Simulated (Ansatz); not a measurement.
**SiSe (SMILES [Si][Se]) at 6 levels**

Aim: a comparison of 6 runs (HF/STO-3G, BLYP/STO-3G, HSE06/STO-3G, PBE/STO-3G, CCSDTQ/STO-3G, CCSD/STO-3G) of SiSe. 

The results are computed with Ansatz 0.2.0.

53 further runs of the same task are left out: 13 that didn't finish, 40 set aside as unsound or not needed.

## (1) The system as given

The species is SiSe (2 atoms), meant as a singlet with charge 0. SMILES: `[Si][Se]`. The Se2–Si1 distance was set to 2.577 Å, away from the relaxed value.

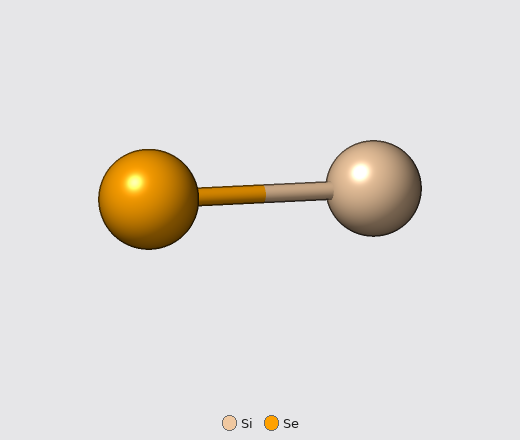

The structure, seen from a chosen angle (silicon light orange, selenium orange).

## (2) The energy at HF/STO-3G (run 1)

run.yaml

```yaml
crystal:
  periodic: [false, false, false]
  atoms:
    - symbol: Si
      position_ang: [0.000000, 0.000000, -0.484010]
    - symbol: Se
      position_ang: [-0.000000, -0.000000, 2.093090]
basis:
  gaussian:
    orbitals: STO-3G
accuracy: high
magnetization:
  spin_polarized: false
  initial_magnetization: 0
hamiltonian:
  xc: hf
```

Command:

```sh
$ ansatz run run.yaml --threads 1 --pin off --max-ram 3480MiB --events-out events.jsonl --progress --plain --runs-dir runs
```

Output:

```text
Warning: RAYON_NUM_THREADS=1 ignored (pool sized by the plan → 1); use --threads N
Functional definition: HF
  name "HF"
  exchange = exact_x
  correlation = 0
355 factors; integrals over basis functions are off by at most 1.2e-8 eV
mean field evaluation 1: about -72347.6351 eV, gradient 2.8e1 eV
mean field evaluation 2: about -72347.6652 eV, gradient 2.7e1 eV
mean field evaluation 4: about -72355.5836 eV, gradient 3.7e0 eV
mean field evaluation 8: about -72355.7875 eV, gradient 1.8e-1 eV
mean field evaluation 16: about -72355.7789 eV, gradient 1.4e-8 eV
mean field -72355.77885460 eV, -2659.0258283981 hartree, gradient 1.4e-8 eV, S^2 0.000000; 0 other end points of the search recorded, 0 dependent functions left out
reference -72355.77885460 eV, -2659.0258283981 hartree; 24, 24 occupied and 3, 3 virtual orbitals, 355 factors
Total energy: -72355.77885460 eV, -2659.0258283981 hartree
```

Run time: 0.2 s. Hardware: 1 thread of Arm Neoverse V1, shared host.

## (3) The energy at BLYP/STO-3G (run 2)

molecule.yaml

```yaml
crystal:
  periodic: [false, false, false]
  atoms:
    - {symbol: Si, position_ang: [0.000000, 0.000000, -0.484010]}
    - {symbol: Se, position_ang: [-0.000000, -0.000000, 2.093090]}
basis:
  gaussian:
    orbitals: STO-3G
hamiltonian:
  xc: {name: BLYP}
accuracy: high
```

Command:

```sh
$ ansatz run molecule.yaml --threads 1 --pin off --max-ram 3480MiB --events-out events.jsonl --progress --plain --runs-dir runs
```

Output:

```text
Warning: RAYON_NUM_THREADS=1 ignored (pool sized by the plan → 1); use --threads N
Functional definition: BLYP
  name "BLYP"
  parameter beta = 0.0042
  parameter a = 0.04918
  parameter b = 0.132
  parameter c = 0.2533
  parameter d = 0.349
  exchange = b88_x(beta = beta)
  correlation = lyp_c(a = a, b = b, c = c, d = d)
355 factors; integrals over basis functions are off by at most 1.2e-8 eV
mean field evaluation 1: about -72393.3247 eV, gradient 3.2e1 eV
mean field evaluation 2: about -72283.6075 eV, gradient 6.9e1 eV
mean field evaluation 4: about -72389.0844 eV, gradient 3.4e1 eV
mean field evaluation 8: about -72403.4306 eV, gradient 9.5e-2 eV
mean field -72403.43065357 eV, -2660.7769997108 hartree, gradient 2.9e-9 eV, S^2 0.000000; 0 other end points of the search recorded, 0 dependent functions left out
reference -72403.43068757 eV, -2660.7770009603 hartree; 24, 24 occupied and 3, 3 virtual orbitals, 355 factors
Total energy: -72403.43068757 eV, -2660.7770009603 hartree
```

Run time: 1.1 s. Hardware: 1 thread of Arm Neoverse V1, shared host; peak memory 0.09 GiB.

Runs 3 to 4 aren't shown in full; the table further down has their settings and results.

## (4) A single-point energy at CCSDTQ/STO-3G (run 5)

in.yaml

```yaml
crystal:
  periodic: [false, false, false]
  atoms:
    - {symbol: Si, position_ang: [0.000000, 0.000000, -0.484010]}
    - {symbol: Se, position_ang: [-0.000000, -0.000000, 2.093090]}
basis:
  gaussian: {orbitals: STO-3G}
correlation: {method: ccsdtq, frozen_orbitals: {Se: 9, Si: 5}}
accuracy: high
scf: {omitted_lower_state_checks: [cluster_reference, increment]}
```

Command:

```sh
$ ansatz run in.yaml --threads 1 --pin off --max-ram 3480MiB --events-out events.jsonl --progress --plain --runs-dir runs
```

Output, cut to the lines that bear on the results:

```text
Warning: RAYON_NUM_THREADS=1 ignored (pool sized by the plan → 1); use --threads N
[... 2 set-up lines as earlier in the session ...]
[...]
355 factors; integrals over basis functions are off by at most 1.2e-8 eV
[...]
mean field -72355.77885460 eV, -2659.0258283981 hartree, gradient 1.4e-8 eV, S^2 0.000000; 2 other end points of the search recorded, 0 dependent functions left out; unrestricted orbitals would lower it
14 core orbitals not correlated: weight in the atoms' cores, before any rotation towards them, 1.000 or more for the frozen orbitals, at most 0.000 for the correlated occupied ones
reference -72355.77885460 eV, -2659.0258283981 hartree; 10, 10 occupied and 3, 3 virtual orbitals, 355 factors
second order -2.47633692 eV of doubles, -0.00000000 eV of singles
cycle   1  -1.94489686 eV  change    5.3e-1 eV  update   3.8e-1
[...]
cycle  45  -3.63412839 eV  change  -2.1e-11 eV  update  8.5e-10
Total energy: -72359.41298299 eV, -2659.1593801531 hartree
Checks for a lower state left out: cluster_reference, increment
```

Run time: 21 s. Hardware: 1 thread of Arm Neoverse V1, shared host; peak memory 0.64 GiB.

## (5) The energy at CCSD/STO-3G (run 6)

in.yaml

```yaml
crystal:
  periodic: [false, false, false]
  atoms:
    - {symbol: Si, position_ang: [0.000000, 0.000000, -0.484010]}
    - {symbol: Se, position_ang: [-0.000000, -0.000000, 2.093090]}
basis:
  gaussian:
    orbitals: STO-3G
correlation:
  method: ccsd
  frozen_orbitals: {Se: 9, Si: 5}
accuracy: high
scf:
  omitted_lower_state_checks: [cluster_reference, increment]
```

Command:

```sh
$ ansatz run in.yaml --threads 1 --pin off --max-ram 3480MiB --events-out events.jsonl --progress --plain --runs-dir runs
```

Output, cut to the lines that bear on the results:

```text
Warning: RAYON_NUM_THREADS=1 ignored (pool sized by the plan → 1); use --threads N
[... 2 set-up lines as earlier in the session ...]
[...]
355 factors; integrals over basis functions are off by at most 1.2e-8 eV
[...]
mean field -72355.77885460 eV, -2659.0258283981 hartree, gradient 1.4e-8 eV, S^2 0.000000; 2 other end points of the search recorded, 0 dependent functions left out; unrestricted orbitals would lower it
14 core orbitals not correlated: weight in the atoms' cores, before any rotation towards them, 1.000 or more for the frozen orbitals, at most 0.000 for the correlated occupied ones
reference -72355.77885460 eV, -2659.0258283981 hartree; 10, 10 occupied and 3, 3 virtual orbitals, 355 factors
second order -2.47633692 eV of doubles, -0.00000000 eV of singles
cycle   1  -1.94489737 eV  change    5.3e-1 eV  update   3.5e-1
[...]
cycle  25  -2.83288381 eV  change   -2.0e-9 eV  update  8.5e-10
Total energy: -72358.61173841 eV, -2659.1299349578 hartree
Checks for a lower state left out: cluster_reference, increment
```

It took 0.38 s on 1 thread of Arm Neoverse V1, shared host.

## (6) All runs side by side

```
run          level  frozen core orbitals   energy (Eh)  wall time
  1      HF/STO-3G                     –  -2659.025828      0.2 s
  2    BLYP/STO-3G                     –  -2660.777001      1.1 s
  3   HSE06/STO-3G                     –  -2660.564858      1.4 s
  4     PBE/STO-3G                     –  -2660.340279      1.1 s
  5  CCSDTQ/STO-3G                    14  -2659.159380       21 s
  6    CCSD/STO-3G                    14  -2659.129935     0.38 s
```

## (7) Outcome

| quantity | value |
| --- | --- |
| run 6: total energy | -2659.12993 Eh |
| run 6: correlation energy (14 core orbitals frozen) | -104.1 mEh |
| run 6: T1 diagnostic | 0.082 |

**Reading.** Below the HF energy at the same shape and in the same basis (STO-3G): CCSDTQ -133.6 mEh; CCSD -104.1 mEh. Totals of different functionals can't be ranked against each other. In run 6 the T1 diagnostic is large, so a single reference may not serve. In runs 5, 6 the log says that unrestricted orbitals would lower the reference, so the values rest on an unstable closed-shell determinant (other closed-shell runs at this shape may share the fault). In runs 1, 2, 3, 4, 5, 6 the basis is minimal, so the values are rough. All runs together took 25 s, the longest 21 s.
